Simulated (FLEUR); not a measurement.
## NiO: largest sphere moment, antiferro q=(0,0,1/2) +- against volume factor, fitted and tested on a withheld row

System: NiO, 1 Ni and 1 O in the cell, space group Fm-3m. From the study “NiO: magnetism against the volume”.

Method: LDA (VWN) with U = 6 eV on Ni d; all-electron FLAPW, Dirac cores, scalar-relativistic bands (FLEUR MaX-R8.1). Settings shared by all rows: kmax 4.4 1/bohr, hist occupations, smearing width 0.05 eV. The opposed order is one of several, taken for its small cell; another can lie lower, so the scan does not name the ground state. Atoms were not relaxed at any point.

Results; the value marked ? is withheld:

| volume factor | largest sphere moment, antiferro q=(0,0,1/2) +- (μB) |
| --- | --- |
| 0.88 | 1.6002 |
| 0.91 | 1.6179 |
| 0.94 | 1.6339 |
| 0.97 | 1.6479 |
| 1 | 1.6610 |
| 1.03 | ? |
| 1.06 | 1.6835 |
| 1.09 | 1.6931 |
| 1.12 | 1.7026 |

Choose a law, fit it, and give the withheld largest sphere moment, antiferro q=(0,0,1/2) +- (volume factor = 1.03).

**Law.** No simple law fixes this dependence; over a few percent of strain it is smooth while the state stays the same, so an empirical parabola in s = factor − 1 is fitted. In symbols, y = c0 + c1 s + c2 s², with largest sphere moment, antiferro q=(0,0,1/2) +- in μB.

**Fit.** Least squares on 8 rows gives c0 = 1.66107, c1 = 0.422016 and c2 = -0.674934.

| volume factor | s | computed | fit | computed − fit |
| --- | --- | --- | --- | --- |
| 0.88 | -0.12 | 1.6002 | 1.60071 | -0.00051 |
| 0.91 | -0.09 | 1.6179 | 1.61762 | 0.00028 |
| 0.94 | -0.06 | 1.6339 | 1.63332 | 0.00058 |
| 0.97 | -0.03 | 1.6479 | 1.64780 | 0.00010 |
| 1 | 0 | 1.6610 | 1.66107 | -0.00007 |
| 1.06 | 0.06 | 1.6835 | 1.68396 | -0.00046 |
| 1.09 | 0.09 | 1.6931 | 1.69358 | -0.00048 |
| 1.12 | 0.12 | 1.7026 | 1.70199 | 0.00061 |

At s = 0 the slope is 0.00422 μB for each percent of the factor.

**Prediction.** At volume factor = 1.03, s = 0.03, so the law predicts 1.67312 μB. The computed value is 1.6730 μB, 0.00012 below the prediction (under 0.1 % of it). The row lies between fitted rows, so this is an interpolation. The miss is smaller than the rms residual of the fit, 0.00043.

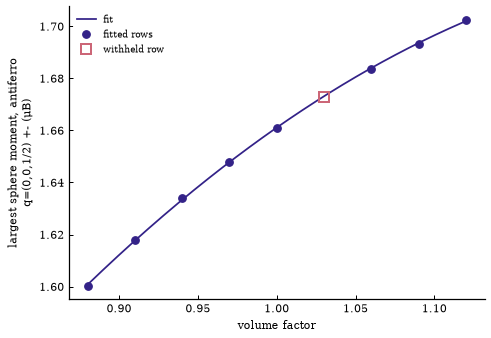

The rows, the fitted law and the withheld row.

[Hosts, paths, dates, database ids (printed as entryN), source tags and the programs' standing remarks are cut or masked in the printed files.]

[Where a cell is said to come from a database of computed structures, the database is the Materials Project.]
